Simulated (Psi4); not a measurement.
# AlNH6 (SMILES [NH3+][AlH3-]) at DLPNO-MP2/def2-TZVP (density fitting, density fitting for correlation, pno convergence very_tight, sweep point 4)

What is the energy change on altering one bond length of AlNH6 at DLPNO-MP2/def2-TZVP (density fitting, density fitting for correlation, pno convergence very_tight, sweep point 4)? 

The results are computed with Psi4 1.11.

## 1. Starting point

AlNH6: 8 atoms, total charge 0, spin state singlet. As SMILES, `[NH3+][AlH3-]`. The shape is that of a PBE0-D4/def2-TZVP optimisation.

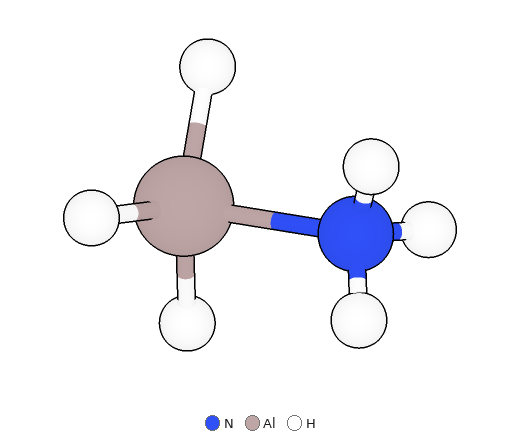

Viewed from a chosen angle; nitrogen blue, aluminium light grey, hydrogen white.

## 2. A single-point energy at DLPNO-MP2/def2-TZVP (density fitting, density fitting for correlation, pno convergence very_tight, sweep point 4)

File alh6n.inp:

```
memory 1600 mb

molecule mol {
  0 1
  N     -0.285300    -0.098100    -0.947700
  Al     0.332200     0.091100     1.009300
  H      0.208600     0.552800    -1.549700
  H     -1.278900     0.088700    -1.035500
  H     -0.112600    -1.036000    -1.294800
  H     -0.061100     1.625500     1.256600
  H      1.886900    -0.253000     0.823700
  H     -0.597500    -1.028100     1.682600
  symmetry c1
}

set puream true
set scf_type df
set num_frozen_docc 6
set pno_convergence very_tight

E, wfn = energy("dlpno-mp2/def2-TZVP", return_wfn=True)
```

On the command line:

```sh
$ psi4 -n 1 alh6n.inp alh6n.out
```

alh6n.out:

```text
[...]
  Running in c1 symmetry.
[...]
  Nuclear repulsion =   62.106506519526519
[...]
  Multiplicity = 1
[...]
  Nalpha       = 13
  Nbeta        = 13
[...]
    Number of basis functions: 104
[...]
   @DF-RHF iter   1:  -299.82399682288292   -6.99762e-01   3.75706e-03 ADIIS/DIIS
[...]
    Orbital Energies [Eh]
    ---------------------
    Doubly Occupied:
       1A    -58.417614     2A    -15.637037     3A     -4.833455
       4A     -3.149143     5A     -3.147497     6A     -3.147497
       7A     -1.242435     8A     -0.725224     9A     -0.725187
      10A     -0.615474    11A     -0.477185    12A     -0.388380
      13A     -0.388362
[...]
  @DF-RHF Final Energy:  -299.90269602526138
   => Energetics <=
    Nuclear Repulsion Energy =             62.1065065195265191
    One-Electron Energy =                -538.2294244000320305
    Two-Electron Energy =                 176.2202218552441195
    Total Energy =                       -299.9026960252613776
[...]
 Multipole Moments:
 ------------------------------------------------------------------------------------
     Multipole            Electronic (a.u.)      Nuclear  (a.u.)        Total (a.u.)
 ------------------------------------------------------------------------------------
 L = 1.  Multiply by 2.5417464519 to convert [e a0] to [Debye]
 Dipole X            :          0.1063296           -0.7651699           -0.6588403
 Dipole Y            :          0.0323861           -0.2343622           -0.2019761
 Dipole Z            :          0.3360367           -2.4248932           -2.0888565
 Magnitude           :                                                    2.1995878
[...]
  @LMP2 iter   4:  -0.316155448698 -5.417e-08  1.631e-07
[...]
```

Run time: 1.9 s. Hardware: 1 thread of AMD EPYC 9R45 (Zen 5), shared host; peak memory 0.28 GiB.

## 3. The distorted shape, same level

File input.inp:

```
memory 1600 mb

molecule molecule1 {
  N     -0.423466     0.652252    -0.670008
  Al     0.194034     0.841452     1.286992
  H      0.070434     1.303152    -1.272008
  H     -1.417066     0.839052    -0.757808
  H     -0.112600    -1.036000    -1.294800
  H     -0.199266     2.375852     1.534292
  H      1.748734     0.497352     1.101392
  H     -0.735666    -0.277748     1.960292
  symmetry c1
}

set globals {
  basis           def2-TZVP
  reference       rhf
  puream          true
  scf_type        df
  num_frozen_docc 6
  pno_convergence very_tight
}

energy("dlpno-mp2")
```

On the command line:

```sh
$ psi4 -i input.inp -o input.out -n 1
```

input.out:

```text
[...]
  Running in c1 symmetry.
[...]
  Nuclear repulsion =   59.729200385121850
[...]
  Multiplicity = 1
[...]
  Nalpha       = 13
  Nbeta        = 13
[...]
    Number of basis functions: 104
[...]
   @DF-RHF iter   1:  -299.59769093772451   -8.63501e-01   4.31443e-03 DIIS/ADIIS
[...]
    Orbital Energies [Eh]
    ---------------------
    Doubly Occupied:
       1A    -58.415178     2A    -15.672179     3A     -4.830797
       4A     -3.146438     5A     -3.144879     6A     -3.144821
       7A     -1.189407     8A     -0.720252     9A     -0.622606
      10A     -0.525234    11A     -0.466433    12A     -0.384113
      13A     -0.383739
[...]
  @DF-RHF Final Energy:  -299.73602373540206
   => Energetics <=
    Nuclear Repulsion Energy =             59.7292003851218496
    One-Electron Energy =                -533.6382968750272084
    Two-Electron Energy =                 174.1730727545033233
    Total Energy =                       -299.7360237354020569
[...]
 Multipole Moments:
 ------------------------------------------------------------------------------------
     Multipole            Electronic (a.u.)      Nuclear  (a.u.)        Total (a.u.)
 ------------------------------------------------------------------------------------
 L = 1.  Multiply by 2.5417464519 to convert [e a0] to [Debye]
 Dipole X            :          0.0374149           -0.6495426           -0.6121277
 Dipole Y            :          0.4453720           -0.8623113           -0.4169393
 Dipole Z            :          0.5094608           -2.6572861           -2.1478252
 Magnitude           :                                                    2.2719357
[...]
  @LMP2 iter   4:  -0.339790747756 -4.979e-07  5.540e-07
[...]
```

It took 1.8 s on 1 thread of AMD EPYC 9R45 (Zen 5), shared host; peak memory 0.28 GiB.

## 4. Results

Level: DLPNO-MP2/def2-TZVP (density fitting, density fitting for correlation, pno convergence very_tight, sweep point 4), 6 core orbitals frozen.

| quantity | value |
| --- | --- |
| first shape: total energy | -300.21885 Eh |
| first shape: HOMO energy (Hartree–Fock orbitals) | -10.57 eV |
| first shape: LUMO energy (Hartree–Fock orbitals) | 2.20 eV |
| first shape: HOMO–LUMO gap (Hartree–Fock orbitals) | 12.77 eV |
| first shape: correlation energy (6 core orbitals frozen) | -316.2 mEh |
| distorted shape: total energy | -300.07581 Eh |
| distorted shape: HOMO energy (Hartree–Fock orbitals) | -10.44 eV |
| distorted shape: LUMO energy (Hartree–Fock orbitals) | -0.81 eV |
| distorted shape: HOMO–LUMO gap (Hartree–Fock orbitals) | 9.63 eV |
| distorted shape: correlation energy (6 core orbitals frozen) | -339.8 mEh |
| energy change with the N1–H5 bond stretched from 1.015 to 1.827 Å | 3.892 eV |

With the N1–H5 bond stretched from 1.015 to 1.827 Å the energy rises by 3.89 eV (90 kcal/mol). The first shape isn't relaxed at this level, so the change isn't measured from a minimum.
